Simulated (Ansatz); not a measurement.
A series of calculations on TaPH$_{4}$OClF$_{3}$

**1. Relaxation**

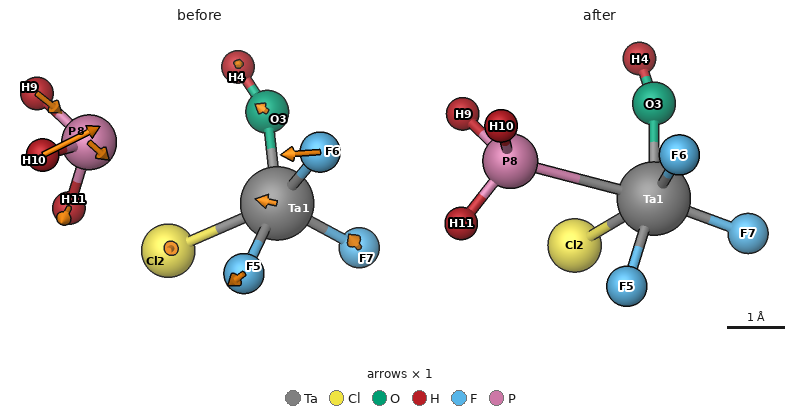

The structure of TaPH$_{4}$OClF$_{3}$ before (left) and after (right) a relaxation, at one scale. The orange arrows give the displacements, at their true length.

Style: ball-and-stick. Shown at a tilt.

The run prepares an end point of a later path (reaction) calculation, from a guessed geometry.

Method: Ansatz, RKS PBE0-D4/def2-SVP. (no spin polarisation; force threshold 0.03 eV/Å; at most 50 steps)

Question: Describe what moved and what it gained.

Answer: After 18 accepted moves (19 points after the start) the energy has fallen by 13.1 kcal/mol. Largest force component: 1.1 eV/Å at the start, 0.012 eV/Å at the end. The line search rejected the trial step at point 13 of the run. The atom that moves furthest after the best rigid fit is H10 (1.16 Å). Largest moves by element: H 1.16 Å, F 0.77 Å, P 0.55 Å, Cl 0.45 Å, Ta 0.43 Å, O 0.31 Å. Near-neighbour distances that change, for instance: Ta1–P8 3.711 → 2.792 Å, Ta1–Cl2 2.440 → 2.373 Å, Ta1–F7 1.847 → 1.863 Å, Ta1–F6 1.874 → 1.889 Å. New bonds form, among them: Ta1–P8 (3.71 → 2.79 Å). Among the angles between lasting bonds that change: Ta1–O3–H4 149.3° → 163.7°, O3–Ta1–F5 151.1° → 164.2°, F5–Ta1–F7 105.7° → 96.2°. Cost: 70 s on 4 threads of Intel(R) Xeon(R) CPU @ 2.60GHz (Ice Lake), with other jobs on the host, peak memory 0.47 GiB.

Limits of the set-up: the start holds two separate molecules, 2.6 Å apart at their closest, whose relative position is a soft coordinate.

**2. Relaxation**

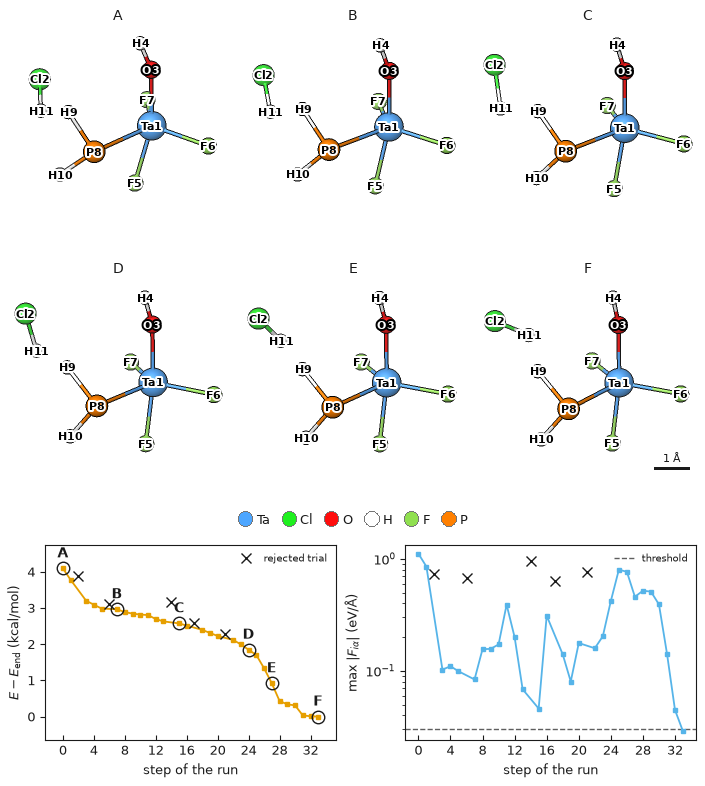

Frames of a relaxation of TaPH$_{4}$OClF$_{3}$, marked on the history of the run. Style: ball-and-stick. Shown face on.

The run prepares an end point of a later path (reaction) calculation, from a guessed geometry.

All numbers below come from Ansatz 0.2.0, RKS PBE0-D4/def2-SVP.

Input
```yaml
crystal:
  periodic: [false, false, false]
  atoms:
    - { symbol: Ta, position_ang: [-0.429303, 0.416051, 0.208953] }
    - { symbol: Cl, position_ang: [3.045776, -0.694039, 0.626318] }
    - { symbol: O, position_ang: [-0.476102, -0.329056, 1.923169] }
    - { symbol: H, position_ang: [-0.195828, -0.608876, 2.794337] }
    - { symbol: F, position_ang: [0.078923, 1.380125, -1.337105] }
    - { symbol: F, position_ang: [-2.202501, 0.969271, 0.144441] }
    - { symbol: F, position_ang: [0.067916, -1.171004, -0.63998] }
    - { symbol: P, position_ang: [0.849911, 2.31637, 1.273899] }
    - { symbol: H, position_ang: [1.603232, 1.731348, 2.330714] }
    - { symbol: H, position_ang: [1.929992, 2.552562, 0.376922] }
    - { symbol: H, position_ang: [2.775984, 0.599648, 0.820233] }
basis:
  gaussian: { orbitals: def2-SVP }
hamiltonian:
  xc: pbe0
  dispersion: d4
relax:
  f_tol: 0.03
  max_steps: 50
output:
  orbitals: {}
```

Command:
```bash
ansatz run input.yaml --threads 4 --pin off --max-ram 5120MiB --backend cpu --events-out ev --progress --plain --runs-dir out
```

Question: What happens along the run?

Answer: The largest move after the best rigid fit is that of H11, 1.68 Å. Largest moves by element: H 1.68 Å, F 0.80 Å, Cl 0.63 Å, P 0.34 Å, Ta 0.19 Å, O 0.11 Å. Among the contacts that change: Cl2–H11 1.336 → 1.293 Å, Ta1–F7 1.867 → 1.890 Å, Ta1–P8 2.526 → 2.515 Å, Ta1–F6 1.859 → 1.865 Å. Bond angles that change, for instance: F7–Ta1–P8 134.1° → 119.3°, Ta1–P8–H9 105.8° → 95.9°, F6–Ta1–F7 119.4° → 129.1°. After 28 accepted moves (33 points after the start) the energy has fallen by 4.09 kcal/mol. Largest force component: 1.1 eV/Å at the start, 0.029 eV/Å at the end. The line search rejected the trial steps at points 2, 6, 14, 17, 21 of the run. The run took 2 min on 4 threads of Intel(R) Xeon(R) CPU @ 2.60GHz (Ice Lake), on a shared host, peak memory 0.48 GiB. From step 0 to 7: Cl2 moves most (0.36 Å), energy −1.13 kcal/mol. From step 7 to 15: H11 moves most (0.43 Å), energy −0.39 kcal/mol. From step 15 to 24: H11 moves most (0.60 Å), energy −0.73 kcal/mol. From step 24 to 27: H11 moves most (0.45 Å), energy −0.93 kcal/mol. From step 27 to 33: H11 moves most (0.38 Å), energy −0.92 kcal/mol.

**3. Path**

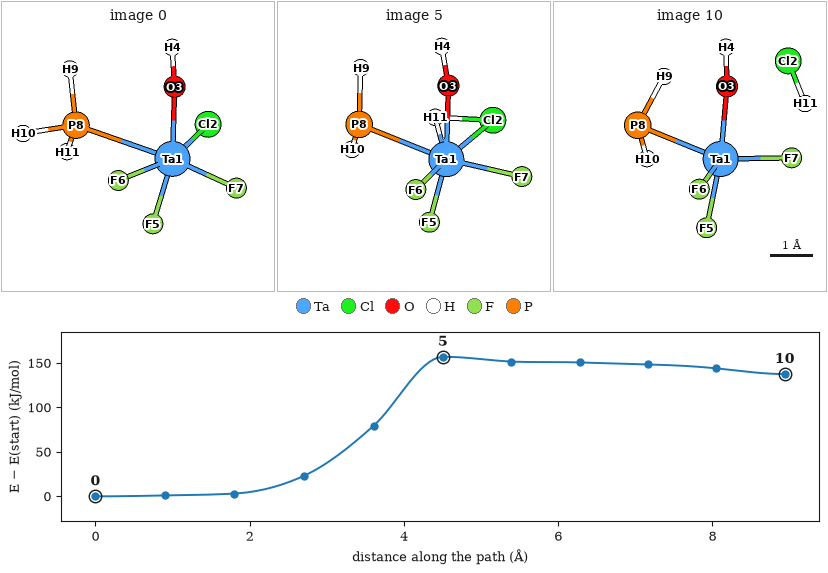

A search for the minimum-energy path of TaPH4OClF3 by the nudged elastic band. Images are numbered from 0 (start) to 10 (end). The picture is a ball-and-stick view, seen at a tilt.

All numbers below come from Ansatz, RKS PBE0-D4/def2-SVP. Run with 9 movable images; climbing image; force threshold 0.05 eV/Å; iteration limit 60; starting path through a guess of the saddle point.

Read off the barrier and say what moves.

Breaking: P8–H11 (1.42 → 2.05 at the top → 4.17 Å), Ta1–Cl2 (2.37 → 2.78 at the top → 4.12 Å). Forming: Cl2–H11 (3.49 → 1.40 at the top → 1.29 Å). Forward barrier 156.9 kJ/mol, backward barrier 19.4 kJ/mol, with image 5 at the top; the reaction energy is +137.6 kJ/mol. The band converged in 28 iterations. The largest component of the band force went from 39 to 0.03 eV/Å. The climbing image converged on the top of the path. Its vibrational analysis gives one imaginary mode (159i cm⁻¹), as a transition state must have.
